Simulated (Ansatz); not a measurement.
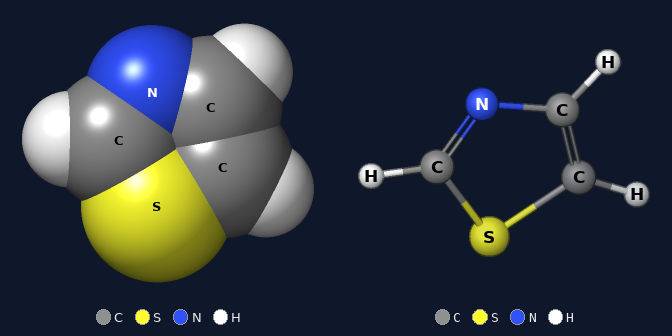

The same structure drawn twice, from different directions.

What does the picture show?

Formula C₃H₃NS. SMILES: `c1cscn1`. Independent rings (smallest set): 1 of 5 members, 1 of them aromatic. This geometry has Cs symmetry. All atoms lie on one plane. Coordination: 3 C trigonal planar; 1 S bent; 1 N bent.

More results for the same structure follow; atom numbers are the same in all pictures, views and colours differ. The geometry was computed by an optimisation with PBE0-D4/def2-TZVP.

Thermal motion

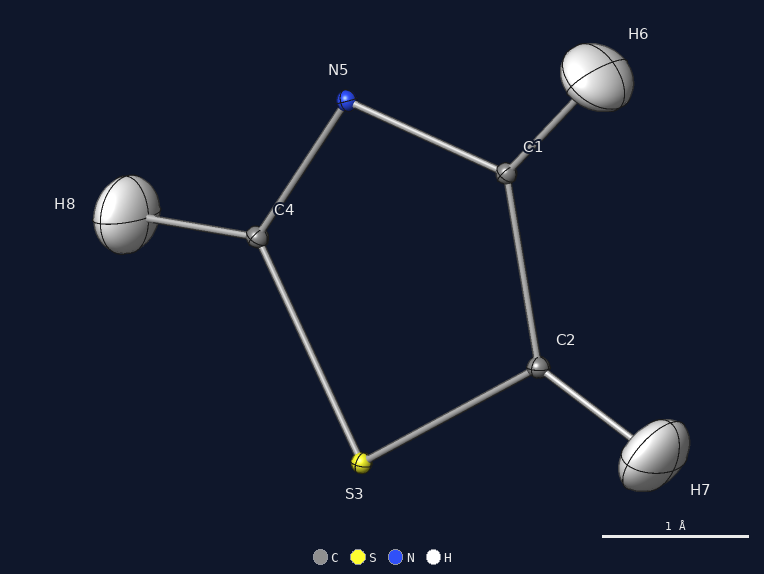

Displacement ellipsoids at the 50 % level, enlarged 1.5 times, from the internal vibrations of the free molecule (harmonic, no overall translation or rotation; no half-axis is drawn under 0.075 Å). Vibrations computed with RKS PBE0-D4/def2-TZVP (Ansatz 0.2.0). Temperature: 100 K.

**Which atom has the largest mean-square displacement?**

H7, with U_eq = 0.0137 Å².

**Does H7 move more along its bond or across it?**

Across it: the root-mean-square amplitude is 0.077 Å along the bond and up to 0.143 Å across, since bending and torsion are softer than stretching.

List U_eq and the three principal root-mean-square amplitudes for each kind of atom.

```
atom  U_eq (Å²)   rms amplitudes (Å)
  C1    0.00099  0.027, 0.033, 0.034
  C2     0.0012  0.030, 0.035, 0.037
  S3    0.00030  0.013, 0.015, 0.022
  C4     0.0012  0.030, 0.035, 0.037
  N5    0.00085  0.024, 0.030, 0.033
  H6     0.0127  0.077, 0.114, 0.138
  H7     0.0137  0.077, 0.121, 0.143
  H8     0.0130  0.077, 0.117, 0.140
```

Dipole moment

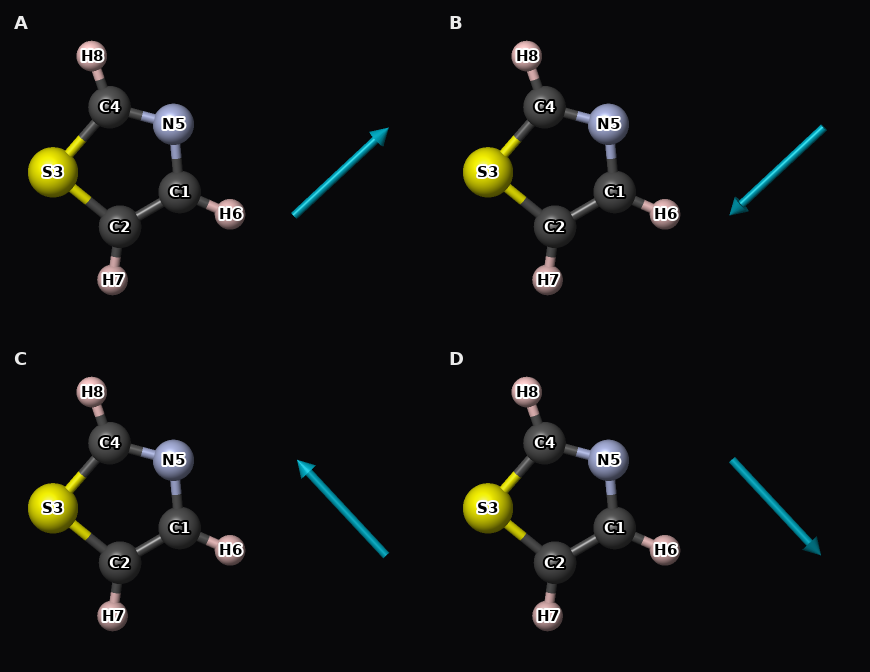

The same molecule four times, each with an arrow. Properties computed with RKS B3LYP-D4/def2-TZVPP (Ansatz 0.2.0).

**Which arrow points along the dipole moment, from the negative to the positive end?**

B. The dipole moment is 1.63 D; it points from the side of N5 to the side of H7 (the outermost atoms at the two ends).

Electronic properties

Method: RKS PBE0-D4/def2-SVP (Ansatz 0.2.0).

Computed properties:

- HOMO energy (Kohn–Sham orbital): −7.37 eV
- LUMO energy (Kohn–Sham orbital): −0.70 eV
- HOMO–LUMO gap: 6.68 eV
- dispersion correction: −16.7 kJ/mol
